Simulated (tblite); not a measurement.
Run report: C6H8FOSi, frequency calculation

The run: frequency calculation of C6H8FOSi, multiplicity 2, SMILES CCO[Si]1C=CC=C1F. Method and program: GFN2-xTB harmonic vibrations, gas phase (tblite 0.8.0).

It belongs to a series of runs on one base structure; here: H removed from Si.

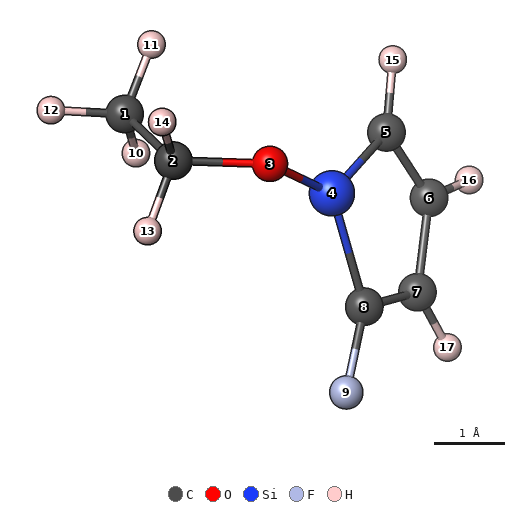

Fig. 1: The structure (ball-and-stick view, seen at a tilt; atoms are numbered from 1 in the order of the input). Bond lengths as drawn: C–C 1.37 to 1.52 Å, C–F 1.36 Å, C–H 1.07 to 1.10 Å, C–O 1.41 Å, C–Si 1.83 to 1.85 Å and O–Si 1.61 Å.

## Summary

- outcome: converged
- total energy: −745.2702 eV
- zero-point energy: 78.6090 kcal/mol
- hardware: 1 CPU thread, shared host
- wall time: 0.77 s
- peak memory: 0.18 GiB

## Input
```
{"job": {"kind": "ir", "xc": "GFN2-xTB", "basis": "xTB"}, "charge": 0, "multiplicity": 2}
C      2.507787     0.017771     0.711217
C      2.305507    -0.152997    -0.782786
O      1.088772     0.403857    -1.226279
Si    -0.403938     0.291036    -0.644419
C     -1.437945     1.283469     0.491434
C     -2.640620     0.632388     0.618288
C     -2.783440    -0.623072    -0.037072
C     -1.683336    -1.035579    -0.734030
F     -1.647350    -2.207104    -1.421329
H      1.725694    -0.508314     1.255824
H      2.465797     1.071237     0.976862
H      3.474131    -0.384308     1.002821
H      2.326228    -1.214418    -1.052813
H      3.089056     0.367849    -1.341607
H     -1.251591     2.243178     0.937434
H     -3.453784     1.029435     1.203743
H     -3.687966    -1.202399     0.032802
```

The first line tells a small driver script what to run in tblite; the rest is the geometry in Å.

Command:
```bash
OMP_NUM_THREADS=1 python <driver script> task.json out
```

## What the program printed
```
mode    cm-1     km/mol
  1      10.0      1.21
  2      45.6      0.83
  3      61.5      4.30
  4     138.1      5.40
  5     185.9      2.98
  6     222.8     13.33
  7     244.1      3.19
  8     331.2     18.18
  9     334.6      1.41
 10     405.5     11.51
 11     437.8      8.29
 12     445.6      3.03
 13     613.2     38.65
 14     668.7      1.05
 15     690.3     16.87
 16     783.0    110.83
 17     807.5     17.13
 18     831.7      1.05
 19     843.3      0.21
 20     901.6     11.30
 21     997.9     45.32
 22    1057.3      2.27
 23    1092.8     24.52
 24    1096.5     14.51
 25    1136.2     13.57
 26    1143.6    304.98
 27    1210.6    121.74
 28    1222.6     49.29
 29    1246.2      3.17
 30    1322.1      9.29
 31    1330.6      2.47
 32    1401.7     13.28
 33    1438.2     81.31
 34    1474.5      0.19
 35    1475.9      8.00
 36    1488.6      4.27
 37    1511.1     11.65
 38    2926.0     28.56
 39    2953.2     29.20
 40    3026.3     29.94
 41    3045.1     15.11
 42    3049.8     21.66
 43    3096.6     23.85
 44    3119.6     29.72
 45    3122.6     26.48
```

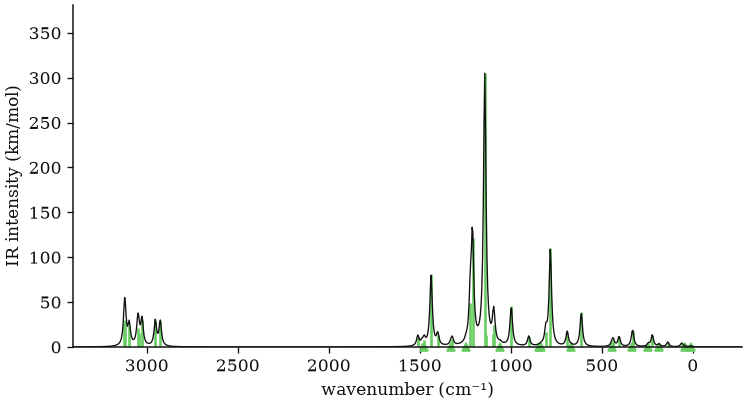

Fig. 2: Harmonic infrared spectrum, unscaled: sticks (degenerate modes added up, dark ones marked on the axis) with a Lorentzian envelope of 16 cm⁻¹ full width, scaled to the tallest stick. 45 modes from 10 to 3123 cm⁻¹, none imaginary. The strongest line is at 1144 cm⁻¹ (305 km/mol).
